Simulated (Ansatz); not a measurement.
**CH3FGeO (SMILES C[O][Ge][F]): B3LYP/6-31G(d) (Cartesian functions)**

What is the vertical ionisation energy of CH3FGeO at B3LYP/6-31G* (Cartesian functions)? 

The results are computed with Ansatz 0.2.0.

125 further runs of the same task are left out: 125 set aside as unsound or not needed.

### Step 1. Starting point

The species is CH3FGeO (7 atoms), meant as a singlet with charge 0. As SMILES, `C[O][Ge][F]`. Geometry: relaxed at PBE0-D4/def2-TZVP. This is one conformer, not always the lowest.

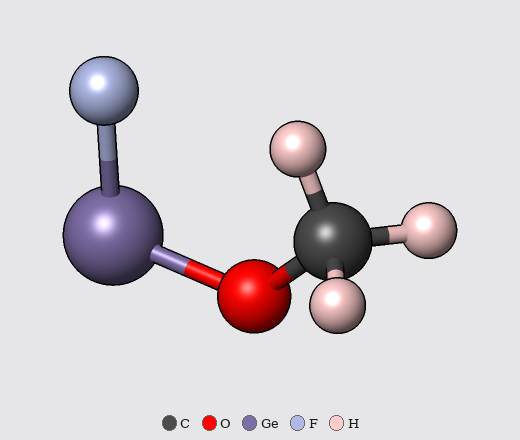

The structure, seen from a chosen angle (carbon dark grey, oxygen red, germanium purple, fluorine light blue, hydrogen pink).

### Step 2. A single-point energy at B3LYP/6-31G(d) (Cartesian functions)

run.yaml

```yaml
crystal:
  periodic: [false, false, false]
  atoms:
    - {symbol: C, position_ang: [-0.504800, 0.491500, 0.394900]}
    - {symbol: O, position_ang: [0.412400, 0.624200, -0.671900]}
    - {symbol: Ge, position_ang: [1.441700, -0.610700, -1.398400]}
    - {symbol: F, position_ang: [0.967400, -1.990600, -0.400200]}
    - {symbol: H, position_ang: [-0.548500, -0.532200, 0.773800]}
    - {symbol: H, position_ang: [-0.208000, 1.161100, 1.206600]}
    - {symbol: H, position_ang: [-1.498700, 0.788500, 0.049700]}
basis:
  gaussian: {orbitals: "6-31G*"}
hamiltonian: {xc: {name: B3LYP}}
accuracy: high
output: {orbitals: {seedname: orbitals}}
```

The run is started by

```bash
$ ansatz run run.yaml --threads 1 --pin off --max-ram 3480MiB --events-out events.jsonl --progress --plain --runs-dir runs
```

Log:

```text
Warning: RAYON_NUM_THREADS=1 ignored (pool sized by the plan → 1); use --threads N
Functional definition: B3LYP
  name "B3LYP"
  parameter a0 = 0.2
  parameter ax = 0.72
  parameter ac = 0.81
  exchange = (1 - a0 - ax)*slater_x + ax*b88_x + a0*exact_x
  correlation = (1 - ac)*vwn_rpa_c + ac*lyp_c
1764 factors; integrals over basis functions are off by at most 4.2e-9 eV
mean field evaluation 1: about -62356.2101 eV, gradient 6.0e1 eV
mean field evaluation 2: about -62322.6242 eV, gradient 1.4e2 eV
mean field evaluation 4: about -62362.7069 eV, gradient 1.0e1 eV
mean field evaluation 8: about -62362.9638 eV, gradient 9.6e-1 eV
mean field evaluation 16: about -62362.9663 eV, gradient 6.4e-5 eV
mean field -62362.96629344 eV, -2291.7967401473 hartree, gradient 2.4e-8 eV, S^2 0.000000; 0 other end points of the search recorded, 0 dependent functions left out
reference -62362.96632698 eV, -2291.7967413796 hartree; 29, 29 occupied and 57, 57 virtual orbitals, 1764 factors
Total energy: -62362.96632698 eV, -2291.7967413796 hartree
```

Run time: 8.1 s. Hardware: 1 thread of Arm Neoverse V2, shared host; peak memory 0.29 GiB.

### Step 3. The doublet cation

Changes to run.yaml since step 2:

```diff
@@ -11,4 +11,10 @@
 basis:
-  gaussian: {orbitals: "6-31G*"}
-hamiltonian: {xc: {name: B3LYP}}
+  gaussian:
+    orbitals: "6-31G*"
+total_charge: 1
+magnetization:
+  spin_polarized: true
+  initial_magnetization: 1
+hamiltonian:
+  xc: {name: B3LYP}
 accuracy: high
```

The run is started by

```bash
$ ansatz run run.yaml --threads 1 --pin off --max-ram 3480MiB --events-out events.jsonl --progress --plain --runs-dir runs
```

Log:

```text
Warning: RAYON_NUM_THREADS=1 ignored (pool sized by the plan → 1); use --threads N
[... 7 set-up lines as earlier in the session ...]
1765 factors; integrals over basis functions are off by at most 4.2e-9 eV
mean field evaluation 1: about -62332.4935 eV, gradient 7.1e1 eV
mean field evaluation 2: about -62189.6926 eV, gradient 1.7e2 eV
mean field evaluation 4: about -62347.4833 eV, gradient 3.7e1 eV
mean field evaluation 8: about -62352.5215 eV, gradient 5.9e-1 eV
mean field evaluation 16: about -62352.6177 eV, gradient 3.8e-3 eV
mean field evaluation 32: about -62352.6177 eV, gradient 5.6e-6 eV
mean field -62352.61770528 eV, -2291.4164365470 hartree, gradient 3.8e-8 eV, S^2 0.756437; 4 other end points of the search recorded, 0 dependent functions left out
reference -62352.61773903 eV, -2291.4164377871 hartree; 29, 28 occupied and 57, 58 virtual orbitals, 1765 factors
Total energy: -62352.61773903 eV, -2291.4164377871 hartree
```

Run time: 29 s. Hardware: 1 thread of Arm Neoverse V2, shared host; peak memory 0.42 GiB.

### Step 4. Outcome

At B3LYP/6-31G* (Cartesian functions):

| quantity | value |
| --- | --- |
| singlet CH3FGeO: total energy | -2291.79674 Eh |
| singlet CH3FGeO: HOMO energy | -7.80 eV |
| singlet CH3FGeO: LUMO energy | -1.96 eV |
| singlet CH3FGeO: HOMO–LUMO gap | 5.85 eV |
| doublet cation: total energy | -2291.41644 Eh |
| doublet cation: HOMO energy (highest over α and β) | -14.88 eV |
| doublet cation: LUMO energy (lowest over α and β) | -12.88 eV |
| doublet cation: ⟨S²⟩ | 0.756 |
| vertical ionisation energy (to the doublet cation) | 10.349 eV |

The vertical ionisation energy comes to 10.35 eV (998 kJ/mol). −ε(HOMO) before ionisation, 7.80 eV, is 2.54 eV below this ionisation energy.
